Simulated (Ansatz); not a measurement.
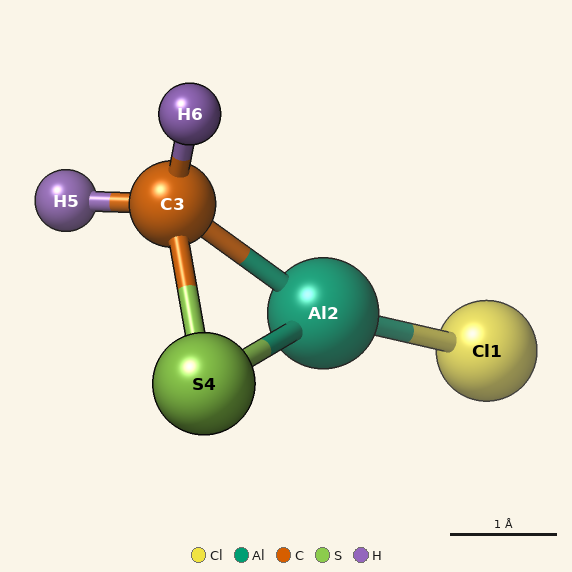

Orthographic view. Distant atoms are faded towards the background colour. The computed structure is the end point of a PBE-D4/def2-SVP optimisation. No frequency run is at hand to confirm it as a minimum.

Give the geometry as a Z-matrix, atoms in numerical order, with these reference atoms: 2 to 1; 3 to 2, 1; 4 to 3, 2, 1; 5 to 3, 2, 1; 6 to 3, 5, 4.

```
Cl 
Al   1   2.093
C    2   1.917   1   153.7
S    3   1.971   2    66.5   1  -179.8
H    3   1.106   2   123.0   1    79.8
H    3   1.106   5   111.2   4  -123.7
```
